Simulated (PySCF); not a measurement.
**BH₆NO₂Si (SMILES N[SiH2]B(O)O): density, localisation and related maps**

```json
{"atom": "N", "x (Å)": "1.7144", "y (Å)": "0.3078", "z (Å)": "-0.7386"}
{"atom": "Si", "x (Å)": "0.7477", "y (Å)": "-0.1762", "z (Å)": "0.6217"}
{"atom": "B", "x (Å)": "-1.1427", "y (Å)": "-0.1252", "z (Å)": "0.0630"}
{"atom": "O", "x (Å)": "-1.7416", "y (Å)": "-1.2741", "z (Å)": "-0.3223"}
{"atom": "O", "x (Å)": "-1.9322", "y (Å)": "0.9903", "z (Å)": "0.0361"}
{"atom": "H", "x (Å)": "1.5302", "y (Å)": "-0.1277", "z (Å)": "-1.6290"}
{"atom": "H", "x (Å)": "2.7120", "y (Å)": "0.3793", "z (Å)": "-0.6105"}
{"atom": "H", "x (Å)": "1.1882", "y (Å)": "-1.4565", "z (Å)": "1.2157"}
{"atom": "H", "x (Å)": "1.1201", "y (Å)": "0.8466", "z (Å)": "1.6241"}
{"atom": "H", "x (Å)": "-2.6627", "y (Å)": "-1.1787", "z (Å)": "-0.5773"}
{"atom": "H", "x (Å)": "-1.5279", "y (Å)": "1.8171", "z (Å)": "0.2911"}
```

Geometry: GFN2-xTB.

All numbers below come from PBE0/pcSseg-1, SCF density, gas phase, non-relativistic (PySCF 2.14.0).

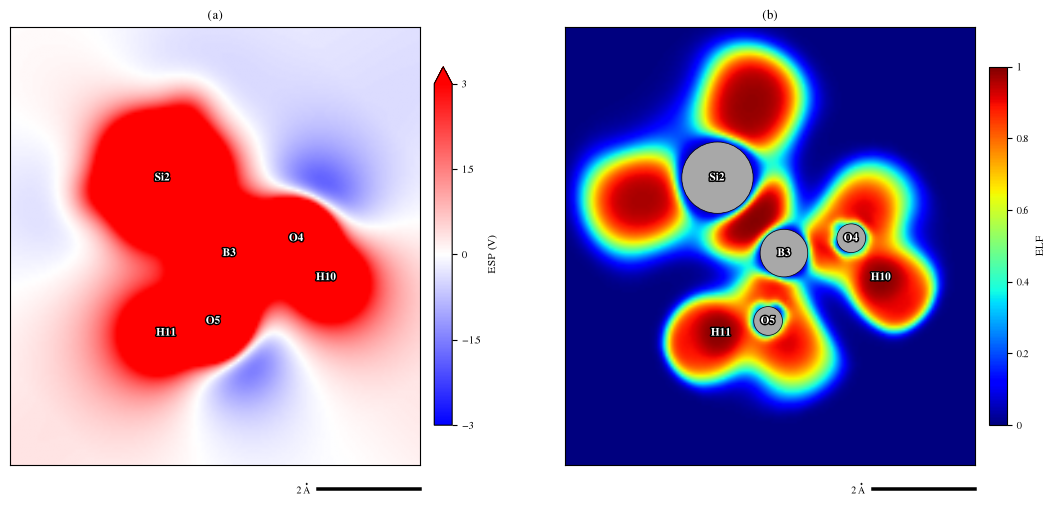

Figure 1. (a) molecular electrostatic potential; (b) electron localisation function on the plane of atoms B3, O4 and H10. Grey discs cover the atomic cores in the ELF map.

**Describe what can be read from this map.**

- The plane passes through Si, B, O and H nuclei.
- B–O (1.35 Å): the ELF peaks at about 0.90 between the atoms (a polar covalent bond).
- Si–B (1.97 Å): the ELF peaks at about 1 between the atoms, as expected for localised, covalent bonding.
- O–H (0.96 Å): the ELF climbs to about 1 towards the hydrogen, as it does in any bond to H (an ordinary covalent bond to hydrogen).
- The ELF also peaks beside O5 and O4, away from the bonds: lone-pair regions.
- Outside the dense part of the molecule the potential is most negative (−1.8 V) near O4.

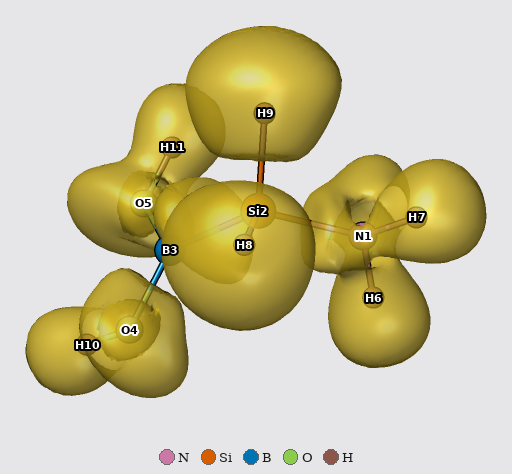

Figure 2. Isosurface of the electron localisation function at 0.75 (yellow), seen at a tilt. Only the valence region is drawn (cores and ρ < 0.01 e/Å³ removed).

**Where are the electrons localised?**

The surface consists of one region between bonded B–Si atoms (shared pairs), two regions around hydrogen nuclei, one joined region spread over several atoms (H, N), in which their bonds and any lone pairs are merged and two joined regions spread over several atoms (H, O), in which their bonds and any lone pairs are merged.


 Si–N (1.74 Å): the ELF peaks at about 0.90 between the atoms, as expected for a shared but strongly polarised pair.

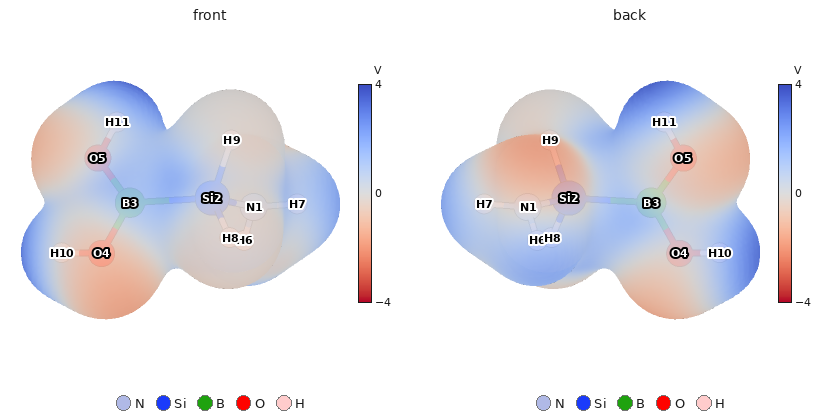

Figure 3. The molecular electrostatic potential painted on the density surface at 0.004 e/bohr³, seen from the front and from behind; red is negative and blue positive.

**Where is the surface potential most negative and most positive?**

The most negative region (about −1.7 V, or −39 kcal/mol for a unit charge) lies over N1, the most positive (about +3.3 V, or +76 kcal/mol for a unit charge) over H11. N1 is the likeliest acceptor of a hydrogen bond.

**How polar is the molecule by this calculation?**

Its dipole moment is 1.07 D.
